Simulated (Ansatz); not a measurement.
# CH8OSi2: one species, many methods

How much do the methods differ for CH8OSi2? The plan is to run it at one geometry with functionals of several rungs and with coupled cluster. The yardstick is the atomisation energy at the CCSD(T) limit.

Program: Ansatz 0.2.0, Gaussian basis. Level of theory: functionals in def2-TZVPP, the program's frozen cores in correlated methods. These are calculated values, not measurements.

The runs, in order: PBE-D4, r2SCAN-D4, PBE0-D4, B3LYP-D4, ωB97X-V, ωB97M-V, B2PLYP; CCSD(T)/def2-TZVPP; MP2/def2-QZVPP; extrapolation to the limit.

## Step 1: The relaxed structure

The geometry comes from an earlier relaxation with PBE0-D4 in a triple-zeta def2 set; it is a stationary point, not always the lowest conformer.

SMILES `C[SiH2][SiH2]O`, 12 atoms, charge 0, spin multiplicity 1.

Atoms are counted from 1 here; the program's logs count them from 0.

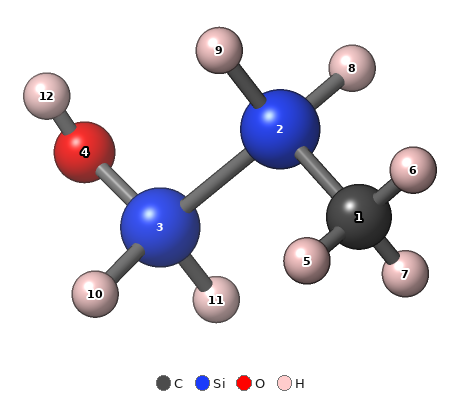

The geometry (carbon dark grey, silicon blue, oxygen red, hydrogen pink); atoms are numbered from 1 in the order of the file.

## Step 2: PBE-D4 (GGA)

The input, in.yaml:

```yaml
crystal:
  periodic: [false, false, false]
  atoms:
    - {symbol: C, position_ang: [-1.363946, 1.513788, -0.148883]}
    - {symbol: Si, position_ang: [-0.392778, 0.194380, 0.769885]}
    - {symbol: Si, position_ang: [0.929558, -1.075203, -0.697546]}
    - {symbol: O, position_ang: [1.869130, -2.191684, 0.084927]}
    - {symbol: H, position_ang: [-0.692820, 2.186447, -0.687198]}
    - {symbol: H, position_ang: [-1.958805, 2.110324, 0.546132]}
    - {symbol: H, position_ang: [-2.043332, 1.060230, -0.873951]}
    - {symbol: H, position_ang: [-1.318548, -0.701451, 1.520404]}
    - {symbol: H, position_ang: [0.506566, 0.832851, 1.777848]}
    - {symbol: H, position_ang: [1.767956, -0.141141, -1.510057]}
    - {symbol: H, position_ang: [0.088379, -1.859447, -1.638447]}
    - {symbol: H, position_ang: [2.426539, -1.874193, 0.796285]}
basis:
  gaussian: {orbitals: def2-TZVPP}
hamiltonian: {xc: pbe, dispersion: d4}
output: {forces: true, orbitals: {seedname: orbitals}}
```

Command:

```console
> ansatz run in.yaml --threads 4 --pin off --events-out ev --progress --plain --max-ram 10444MiB
```

The log of the run:

```text
Functional definition: PBE
  name "PBE"
  cite "Perdew, Burke & Ernzerhof, Phys. Rev. Lett. 77, 3865 (1996) doi:10.1103/PhysRevLett.77.3865"
  parent pbe
  parameter kappa = 0.804
  parameter beta = 0.06672455060314922
  exchange = pbe_x(kappa = kappa, mu = beta*pi^2/3)
  correlation = pbe_c(beta = beta)
1379 factors; their error is unknown
mean field evaluation 1: about -18946.8803 eV, gradient 8.4e1 eV
mean field evaluation 2: about -18906.7608 eV, gradient 1.5e2 eV
mean field evaluation 4: about -18960.2138 eV, gradient 1.5e1 eV
mean field evaluation 8: about -18960.7050 eV, gradient 1.7e-1 eV
mean field evaluation 16: about -18960.6648 eV, gradient 3.8e-4 eV
mean field -18960.66482380 eV, -696.7915802744 hartree, gradient 1.4e-5 eV, S^2 0.000000; 0 other end points of the search recorded, 0 dependent functions left out
the calculation of the forces begins
reference -18960.66487118 eV, -696.7915820155 hartree; 25, 25 occupied and 233, 233 virtual orbitals, 1379 factors
Total energy: -18960.89898435 eV, -696.8001855159 hartree
Atom 0 at    -1.363946     1.513788    -0.148883 Å, force     0.005121    -0.011874     0.018182 eV/Å
Atom 1 at    -0.392778     0.194380     0.769885 Å, force     0.054823    -0.065985    -0.047410 eV/Å
Atom 2 at     0.929558    -1.075203    -0.697546 Å, force    -0.211432     0.300741    -0.066425 eV/Å
Atom 3 at     1.869130    -2.191684     0.084927 Å, force     0.024744    -0.521596    -0.102504 eV/Å
Atom 4 at    -0.692820     2.186447    -0.687198 Å, force     0.122041     0.128712    -0.104159 eV/Å
Atom 5 at    -1.958805     2.110324     0.546132 Å, force    -0.116056     0.118848     0.126014 eV/Å
Atom 6 at    -2.043332     1.060230    -0.873951 Å, force    -0.127103    -0.079490    -0.137514 eV/Å
Atom 7 at    -1.318548    -0.701451     1.520404 Å, force    -0.091618    -0.090787     0.083341 eV/Å
Atom 8 at     0.506566     0.832851     1.777848 Å, force     0.089382     0.058545     0.104188 eV/Å
Atom 9 at     1.767956    -0.141141    -1.510057 Å, force     0.076801     0.111895    -0.106659 eV/Å
Atom 10 at     0.088379    -1.859447    -1.638447 Å, force    -0.084994    -0.095112    -0.101391 eV/Å
Atom 11 at     2.426539    -1.874193     0.796285 Å, force     0.258290     0.146103     0.334335 eV/Å
Dipole moment:    -0.000321     0.284230     0.098410 e Å
```

It took 2.5 s on 4 threads of Arm Neoverse V2, shared host; peak memory 0.32 GiB.

Atomisation energy: 4074.3 kJ/mol (free atoms -18918.671 eV, run apart). HOMO -6.37 eV, LUMO -1.31 eV.

## Step 3: r2SCAN-D4 (meta-GGA)

Changes to in.yaml since step 2:

```diff
@@ -17,3 +17,3 @@
   gaussian: {orbitals: def2-TZVPP}
-hamiltonian: {xc: pbe, dispersion: d4}
+hamiltonian: {xc: r2scan, dispersion: d4}
 output: {forces: true, orbitals: {seedname: orbitals}}
```

The command is unchanged.

The log of the run:

```text
Functional definition: r2SCAN
  name "r2SCAN"
  cite "Furness, Kaplan, Ning, Perdew & Sun, J. Phys. Chem. Lett. 11, 8208 (2020) doi:10.1021/acs.jpclett.0c02405"
  cite "Furness, Kaplan, Ning, Perdew & Sun, J. Phys. Chem. Lett. 11, 9248 (2020) doi:10.1021/acs.jpclett.0c03077"
  parent r2scan
  parameter k0 = 0.174
  parameter k1 = 0.065
  parameter a1 = 4.9479
  exchange = r2scan_x(k0 = k0, k1 = k1, a1 = a1)
  correlation = r2scan_c
1379 factors; their error is unknown
mean field evaluation 1: about -18958.5239 eV, gradient 7.7e1 eV
mean field evaluation 2: about -18936.8825 eV, gradient 1.2e2 eV
mean field evaluation 4: about -18969.5692 eV, gradient 8.9e0 eV
mean field evaluation 8: about -18969.7541 eV, gradient 1.4e-1 eV
mean field evaluation 16: about -18969.7128 eV, gradient 1.7e-4 eV
mean field -18969.71280627 eV, -697.1240874972 hartree, gradient 8.0e-5 eV, S^2 0.000000; 0 other end points of the search recorded, 0 dependent functions left out
the calculation of the forces begins
reference -18969.71282068 eV, -697.1240880267 hartree; 25, 25 occupied and 233, 233 virtual orbitals, 1379 factors
Total energy: -18969.77119974 eV, -697.1262334176 hartree
Atom 0 at    -1.363946     1.513788    -0.148883 Å, force    -0.012845     0.011959     0.001913 eV/Å
Atom 1 at    -0.392778     0.194380     0.769885 Å, force     0.010395    -0.020431     0.013644 eV/Å
Atom 2 at     0.929558    -1.075203    -0.697546 Å, force    -0.026064     0.044960    -0.027176 eV/Å
Atom 3 at     1.869130    -2.191684     0.084927 Å, force     0.021862    -0.065322     0.005876 eV/Å
Atom 4 at    -0.692820     2.186447    -0.687198 Å, force    -0.024314    -0.007051     0.006213 eV/Å
Atom 5 at    -1.958805     2.110324     0.546132 Å, force     0.006201    -0.002592    -0.025863 eV/Å
Atom 6 at    -2.043332     1.060230    -0.873951 Å, force     0.011466     0.022480     0.011426 eV/Å
Atom 7 at    -1.318548    -0.701451     1.520404 Å, force     0.011426     0.014134    -0.002464 eV/Å
Atom 8 at     0.506566     0.832851     1.777848 Å, force    -0.013373    -0.009866    -0.008323 eV/Å
Atom 9 at     1.767956    -0.141141    -1.510057 Å, force    -0.017033    -0.008216    -0.005191 eV/Å
Atom 10 at     0.088379    -1.859447    -1.638447 Å, force     0.017960     0.011930     0.009390 eV/Å
Atom 11 at     2.426539    -1.874193     0.796285 Å, force     0.014320     0.008016     0.020555 eV/Å
Dipole moment:    -0.001346     0.293447     0.101713 e Å
```

Wall time 4.9 s (4 threads of Arm Neoverse V2, shared host); peak memory 0.34 GiB.

With the free atoms at this level, -18927.519 eV in sum, the atomisation energy is 4076.7 kJ/mol. HOMO -6.64 eV, LUMO -0.96 eV.

## Step 4: PBE0-D4 (hybrid)

Changes to in.yaml since step 3:

```diff
@@ -17,3 +17,3 @@
   gaussian: {orbitals: def2-TZVPP}
-hamiltonian: {xc: r2scan, dispersion: d4}
-output: {forces: true, orbitals: {seedname: orbitals}}
+hamiltonian: {xc: pbe0, dispersion: d4}
+output: {orbitals: {seedname: orbitals}}
```

Same command.

The log of the run:

```text
Functional definition: PBE0
  name "PBE0"
  cite "Adamo & Barone, J. Chem. Phys. 110, 6158 (1999) doi:10.1063/1.478522"
  cite "Perdew, Burke & Ernzerhof, Phys. Rev. Lett. 77, 3865 (1996) doi:10.1103/PhysRevLett.77.3865"
  parent pbe
  parameter a = 0.25
  parameter kappa = 0.804
  parameter beta = 0.06672455060314922
  exchange = (1 - a)*pbe_x(kappa = kappa, mu = beta*pi^2/3) + a*exact_x
  correlation = pbe_c(beta = beta)
1385 factors; their error is unknown
mean field evaluation 1: about -18953.9547 eV, gradient 6.8e1 eV
mean field evaluation 2: about -18944.5648 eV, gradient 9.5e1 eV
mean field evaluation 4: about -18962.5201 eV, gradient 4.8e0 eV
mean field evaluation 8: about -18962.5699 eV, gradient 2.6e-2 eV
mean field evaluation 16: about -18962.6031 eV, gradient 5.7e-5 eV
mean field -18962.60314861 eV, -696.8628123974 hartree, gradient 5.7e-5 eV, S^2 0.000000; 0 other end points of the search recorded, 0 dependent functions left out
reference -18962.60318382 eV, -696.8628136915 hartree; 25, 25 occupied and 233, 233 virtual orbitals, 1385 factors
Total energy: -18962.80257981 eV, -696.8701413589 hartree
```

Wall time 3.4 s (4 threads of Arm Neoverse V2, shared host); peak memory 0.6 GiB.

With the free atoms at this level, -18920.926 eV in sum, the atomisation energy is 4040.4 kJ/mol. HOMO -7.58 eV, LUMO -0.48 eV.

## Step 5: B3LYP-D4 (hybrid)

B3LYP here takes the VWN-RPA correlation.

Changes to in.yaml since step 4:

```diff
@@ -17,3 +17,3 @@
   gaussian: {orbitals: def2-TZVPP}
-hamiltonian: {xc: pbe0, dispersion: d4}
-output: {orbitals: {seedname: orbitals}}
+hamiltonian: {xc: {name: B3LYP}, dispersion: d4}
+output: {forces: true, orbitals: {seedname: orbitals}}
```

Same command.

The log of the run:

```text
Functional definition: B3LYP
  name "B3LYP"
  cite "Stephens, Devlin, Chabalowski & Frisch, J. Phys. Chem. 98, 11623 (1994) doi:10.1021/j100096a001"
  cite "Becke, Phys. Rev. A 38, 3098 (1988) doi:10.1103/PhysRevA.38.3098"
  cite "Lee, Yang & Parr, Phys. Rev. B 37, 785 (1988) doi:10.1103/PhysRevB.37.785"
  cite "Vosko, Wilk & Nusair, Can. J. Phys. 58, 1200 (1980) doi:10.1139/p80-159"
  parameter a0 = 0.2
  parameter ax = 0.72
  parameter ac = 0.81
  exchange = (1 - a0 - ax)*slater_x + ax*b88_x + a0*exact_x
  correlation = (1 - ac)*vwn_rpa_c + ac*lyp_c
1385 factors; their error is unknown
mean field evaluation 1: about -18963.7116 eV, gradient 7.5e1 eV
mean field evaluation 2: about -18948.0282 eV, gradient 1.1e2 eV
mean field evaluation 4: about -18974.2095 eV, gradient 7.0e0 eV
mean field evaluation 8: about -18974.3158 eV, gradient 3.9e-2 eV
mean field evaluation 16: about -18974.3337 eV, gradient 3.4e-5 eV
mean field -18974.33366166 eV, -697.2939008005 hartree, gradient 3.4e-5 eV, S^2 0.000000; 0 other end points of the search recorded, 0 dependent functions left out
the calculation of the forces begins
reference -18974.33396077 eV, -697.2939117929 hartree; 25, 25 occupied and 233, 233 virtual orbitals, 1385 factors
Total energy: -18974.71119937 eV, -697.3077750557 hartree
Atom 0 at    -1.363946     1.513788    -0.148883 Å, force    -0.058676     0.072237    -0.042025 eV/Å
Atom 1 at    -0.392778     0.194380     0.769885 Å, force     0.032205    -0.072054     0.174641 eV/Å
Atom 2 at     0.929558    -1.075203    -0.697546 Å, force    -0.090484     0.091652    -0.230364 eV/Å
Atom 3 at     1.869130    -2.191684     0.084927 Å, force     0.071899    -0.061556     0.072569 eV/Å
Atom 4 at    -0.692820     2.186447    -0.687198 Å, force    -0.044138    -0.020224     0.018107 eV/Å
Atom 5 at    -1.958805     2.110324     0.546132 Å, force     0.020027    -0.014837    -0.049476 eV/Å
Atom 6 at    -2.043332     1.060230    -0.873951 Å, force     0.025513     0.037487     0.027589 eV/Å
Atom 7 at    -1.318548    -0.701451     1.520404 Å, force     0.049273     0.055714    -0.040845 eV/Å
Atom 8 at     0.506566     0.832851     1.777848 Å, force    -0.054130    -0.034002    -0.054925 eV/Å
Atom 9 at     1.767956    -0.141141    -1.510057 Å, force    -0.045605    -0.054783     0.039759 eV/Å
Atom 10 at     0.088379    -1.859447    -1.638447 Å, force     0.050011     0.042192     0.050584 eV/Å
Atom 11 at     2.426539    -1.874193     0.796285 Å, force     0.044106    -0.041824     0.034383 eV/Å
Dipole moment:    -0.003015     0.296904     0.103281 e Å
```

Run time: 4.6 s. Hardware: 4 threads of Arm Neoverse V2, shared host; peak memory 0.69 GiB.

Atomisation energy: 4071.1 kJ/mol (free atoms -18932.517 eV, run apart). HOMO -7.40 eV, LUMO -0.70 eV.

## Step 6: ωB97X-V (range-separated)

Changes to in.yaml since step 5:

```diff
@@ -17,3 +17,3 @@
   gaussian: {orbitals: def2-TZVPP}
-hamiltonian: {xc: {name: B3LYP}, dispersion: d4}
-output: {forces: true, orbitals: {seedname: orbitals}}
+hamiltonian: {xc: {name: wB97X-V}}
+output: {orbitals: {seedname: orbitals}}
```

Launched as before.

The log of the run:

```text
Functional definition: wB97X-V
  name "wB97X-V"
  cite "Mardirossian & Head-Gordon, Phys. Chem. Chem. Phys. 16, 9904 (2014) doi:10.1039/C3CP54374A"
  cite "Becke, J. Chem. Phys. 107, 8554 (1997) doi:10.1063/1.475007"
  cite "Vydrov & Van Voorhis, J. Chem. Phys. 133, 244103 (2010) doi:10.1063/1.3521275"
  parameter omega = 0.3/bohr
  parameter cx = 0.167
  parameter cx1 = 0.603
  parameter cx2 = 1.194
  parameter css0 = 0.556
  parameter css1 = -0.257
  parameter cos0 = 1.219
  parameter cos1 = -1.850
  parameter b = 6.0
  parameter c = 0.01
  exchange = spin_sum(e_x_unif_sr(omega)*poly(b97_u_x, 1 - cx, cx1, cx2)) + cx*exact_x_sr(omega) + exact_x_lr(omega)
  correlation = spin_sum(e_c_pw_same_spin*poly(b97_u_same, css0, css1))
      + integral(e_c_pw_opposite_spin*poly(b97_u_opposite, cos0, cos1)) + vv10(b, c)
1385 factors; their error is unknown
338 factors; integrals over basis functions are off by at most 1.1e-5 eV
mean field evaluation 1: about -18963.9667 eV, gradient 5.5e1 eV
mean field evaluation 2: about -18964.1077 eV, gradient 5.6e1 eV
mean field evaluation 4: about -18969.4186 eV, gradient 2.0e0 eV
mean field evaluation 8: about -18969.4404 eV, gradient 6.0e-2 eV
mean field evaluation 16: about -18969.4486 eV, gradient 3.6e-5 eV
mean field -18969.44862160 eV, -697.1143788898 hartree, gradient 3.6e-5 eV, S^2 0.000000; 0 other end points of the search recorded, 0 dependent functions left out
reference -18969.44861922 eV, -697.1143788023 hartree; 25, 25 occupied and 233, 233 virtual orbitals, 1385 factors
Total energy: -18969.44861922 eV, -697.1143788023 hartree
```

It took 8.1 s on 4 threads of Arm Neoverse V2, shared host; peak memory 0.74 GiB.

With the free atoms at this level, -18926.985 eV in sum, the atomisation energy is 4097.1 kJ/mol. HOMO -9.87 eV, LUMO 1.48 eV.

[end of part 1 of 2]
